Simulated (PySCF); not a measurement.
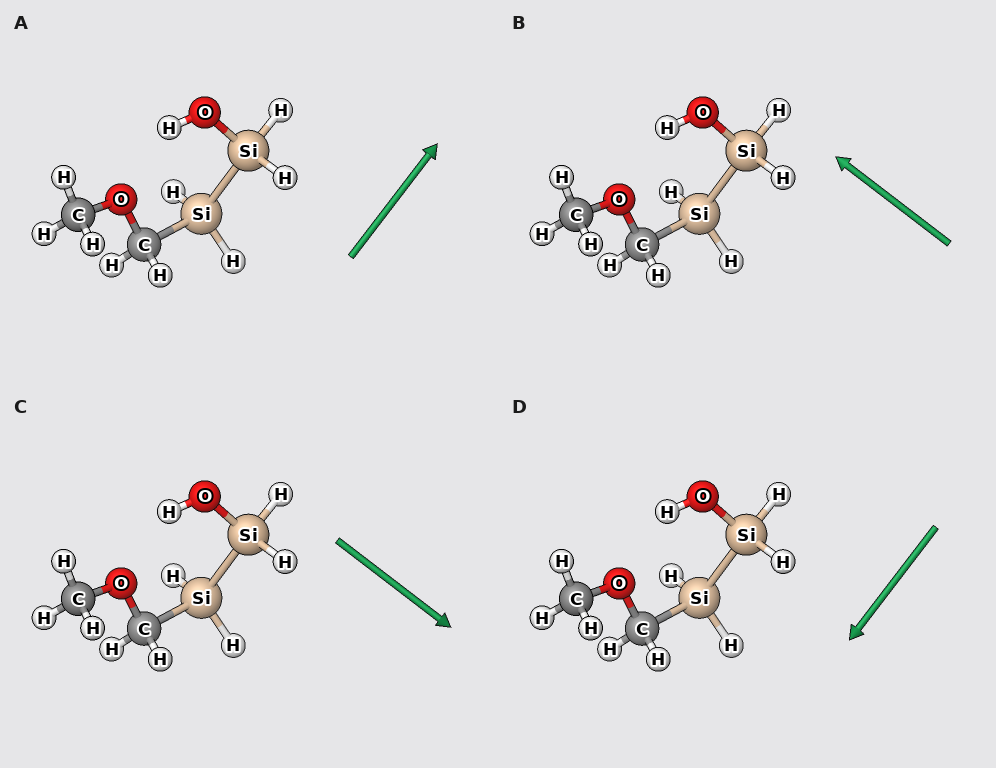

The same molecule four times, each with an arrow. The geometry was computed by an optimisation with GFN2-xTB. No frequency run is at hand to confirm it as a minimum. Level of theory: PBE0/pcSseg-1, gas phase (PySCF 2.14.0).

Which arrow points along the dipole moment, from the negative to the positive end?

Answer. D. The dipole moment is 3.10 D.

The geometry is semi-empirical. Around Si such bond lengths and angles can be off by a tenth of an ångström or more and by several degrees, and values that hang on the shape move with them.
